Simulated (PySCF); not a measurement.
# One shape, several levels: doublet [HNO3]+

We compute a comparison of 3 runs (UHF/STO-3G, U-wB97X/def2-SVPD, USCS-MP2/def2-SVPD) of doublet [HNO3]+. Input form: a Python script.

The results are computed with PySCF 2.14.0.

3 further runs of the same task are left out: 3 set aside as unsound or not needed.

## (1) The molecule

[HNO3]+: 5 atoms, total charge +1, spin state doublet. SMILES of the parent species: `O=[N+]([O-])O`. Geometry: relaxed at GFN2-xTB. That shape belongs to the parent species and isn't relaxed for this state.

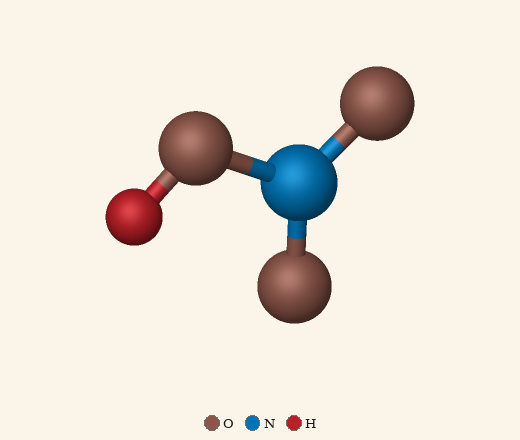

Viewed from a chosen angle; oxygen brown, nitrogen blue, hydrogen red.

## (2) A single-point energy at UHF/STO-3G (run 1)

The input, run.py:

```python
from pyscf import gto, scf

mol = gto.M(
    atom='''
O      2.492057    -0.602369     1.413515
N      0.492274    -0.571907     0.450586
O     -1.074177    -2.167025     0.308743
O     -0.120413     1.709049    -0.703885
H     -1.789741     1.632232    -1.468941
''',
    max_memory=1860,
    spin=1,
    unit='bohr',
    charge=1,
    basis='sto-3g',
    verbose=3,
)

mf = scf.UHF(mol)
mf.conv_tol = 1e-10
mf.kernel()
if not mf.converged:
    mf = mf.newton().run(mf.mo_coeff, mf.mo_occ)

e_final = mf.e_tot
print('E(%s) = %.9f' % ('HF', e_final))
```

Command:

```sh
$ OMP_NUM_THREADS=1 python run.py
```

Log:

```text
converged SCF energy = -275.342291302445  <S^2> = 0.77060792  2S+1 = 2.0205028
E(HF) = -275.342291302
```

Wall time 0.72 s (1 thread of Arm Neoverse V1, shared host); peak memory 0.099 GiB.

## (3) A single-point energy at U-wB97X/def2-SVPD (run 2)

The input, job.py:

```python
from pyscf import gto, dft

system = gto.M(
    atom='''
O      2.492057    -0.602369     1.413515
N      0.492274    -0.571907     0.450586
O     -1.074177    -2.167025     0.308743
O     -0.120413     1.709049    -0.703885
H     -1.789741     1.632232    -1.468941
''',
    max_memory=1860,
    charge=1,
    spin=1,
    basis='def2-svpd',
    unit='bohr',
    verbose=3,
)

ks = dft.UKS(system, xc='wb97x')
ks.conv_tol = 1e-10
ks.grids.level = 5
ks.kernel()
if not ks.converged:
    ks = ks.newton().run(ks.mo_coeff, ks.mo_occ)

e_final = ks.e_tot
print('Final energy', e_final)
```

Command:

```sh
$ OMP_NUM_THREADS=1 python job.py
```

Log:

```text
WARN: HOMO -0.393807650240269 >= LUMO -0.39380765024027

converged SCF energy = -280.16092394165  <S^2> = 0.75831995  2S+1 = 2.0083027
Final energy -280.16092394164986
```

Wall time 63 s (1 thread of Arm Neoverse V1, shared host); peak memory 0.5 GiB.

## (4) A single-point energy at USCS-MP2/def2-SVPD (run 3)

The input, job.py:

```python
from pyscf import gto, scf, mp

mol = gto.M(
    atom='''
O    1.318740  -0.318760   0.748000
N    0.260500  -0.302640   0.238440
O   -0.568430  -1.146740   0.163380
O   -0.063720   0.904390  -0.372480
H   -0.947090   0.863740  -0.777330
''',
    charge=1,
    max_memory=1860,
    spin=1,
    basis='def2-svpd',
    verbose=4,
)

mf = scf.UHF(mol)
mf.conv_tol = 1e-10
mf.kernel()
if not mf.converged:
    mf = mf.newton().run(mf.mo_coeff, mf.mo_occ)

pt = mp.MP2(mf, frozen=4).run()
e_tot = mf.e_tot + 1.2 * pt.e_corr_os + pt.e_corr_ss / 3
print('E = %.10f Eh' % e_tot)
```

Command:

```sh
$ OMP_NUM_THREADS=1 python job.py
```

Log:

```text
PySCF version 2.14.0

[... 141 lines left out ...]
converged SCF energy = -278.82241650684  <S^2> = 0.77399321  2S+1 = 2.023851
[... 1 line left out ...]
******** <class 'pyscf.mp.ump2.UMP2'> ********
nocc = (np.int64(12), np.int64(11)), nmo = (93, 93)
frozen orbitals 4
E(UMP2) = -279.531191524042  E_corr = -0.708775017201735
E(SCS-UMP2) = -279.504061005918  E_corr = -0.681644499078614
E_corr(same-spin) = -0.194867909496309
E_corr(oppo-spin) = -0.513907107705426
E = -279.5040610059 Eh
```

Run time: 5.7 s. Hardware: 1 thread of Arm Neoverse V1, shared host; peak memory 0.25 GiB.

## (5) Overview of the runs

| run | level | integration grid | frozen core orbitals | energy (Eh) | HOMO energy (eV) | LUMO energy (eV) | ⟨S²⟩ | wall time |
| --- | --- | --- | --- | --- | --- | --- | --- | --- |
| 1 | UHF/STO-3G | – | – | -275.342291 | -20.42 | -5.29 | 0.771 | 0.72 s |
| 2 | U-wB97X/def2-SVPD | 5 | – | -280.160924 | -20.96 | -13.05 | 0.758 | 63 s |
| 3 | USCS-MP2/def2-SVPD | – | 4 | -279.504061 | -22.52 | -8.64 | 0.774 | 5.7 s |

## (6) What came out

| quantity | value |
| --- | --- |
| run 3: total energy | -279.50406 Eh |
| run 3: HOMO energy (Hartree–Fock orbitals) (highest over α and β) | -22.52 eV |
| run 3: LUMO energy (Hartree–Fock orbitals) (lowest over α and β) | -8.64 eV |
| run 3: correlation energy (4 core orbitals frozen) | -681.6 mEh |
| run 3: ⟨S²⟩ of the reference determinant | 0.774 |

What this shows: In run 1 the basis is minimal, so the values are rough. All runs together took 69 s, the longest 63 s.
